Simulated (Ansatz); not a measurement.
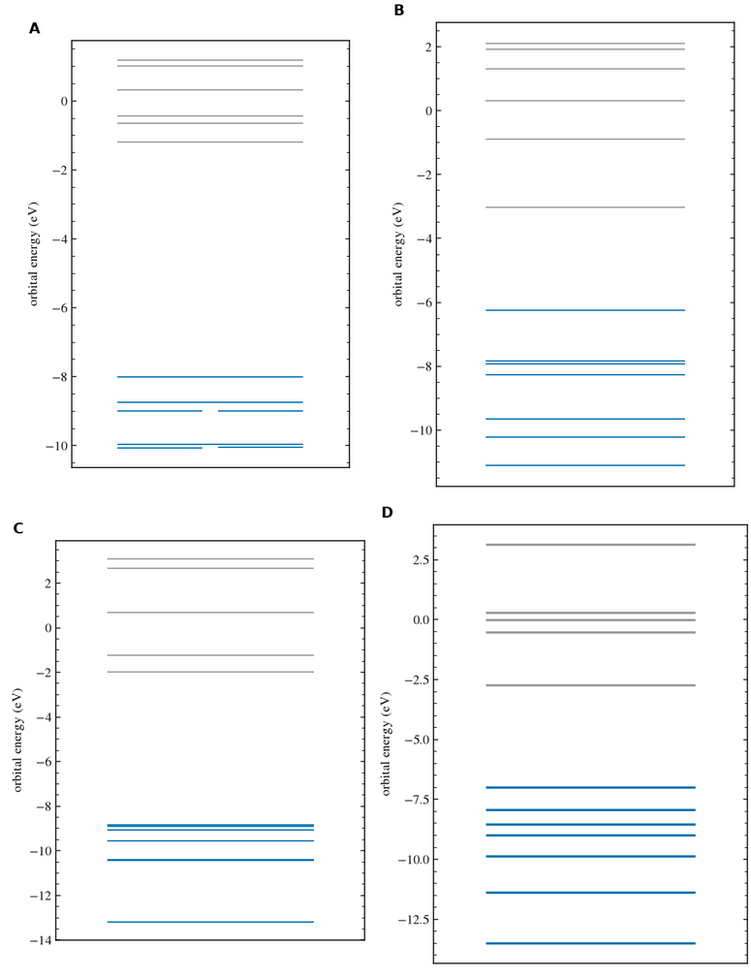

Kohn-Sham orbital energies near the frontier, B3LYP/def2-TZVPP with the Ansatz code 0.2.0, at a PBE0-D4/def2-TZVP geometry (a minimum by its frequencies), isolated molecule; empty levels in grey, levels within 0.03 eV side by side.

**Pair each panel with its molecule.**
1. GaHCl₂, SMILES [Cl][GaH][Cl], singlet
2. C₂H₅BrSn, SMILES C[CH2][Sn][Br], singlet
3. SiHSBr, SMILES S[Si]Br
4. Ge₂H₄Cl₂, SMILES [Cl][GeH]([Cl])[GeH3], singlet

A: 4 (HOMO −8.02 eV, LUMO −1.21 eV)
B: 2 (HOMO −6.25 eV, LUMO −3.04 eV)
C: 1 (HOMO −8.86 eV, LUMO −1.99 eV)
D: 3 (HOMO −7.00 eV, LUMO −2.74 eV)

Limits of at least one run: core potentials past krypton; empty levels above zero depend strongly on the basis; no scalar relativity up to krypton; one conformer of a flexible molecule; spin-orbit coupling is left out, and with Br and Sn it can shift these levels and split any degenerate set; spin-orbit coupling is left out, and with Br it can shift these levels and split any degenerate set.
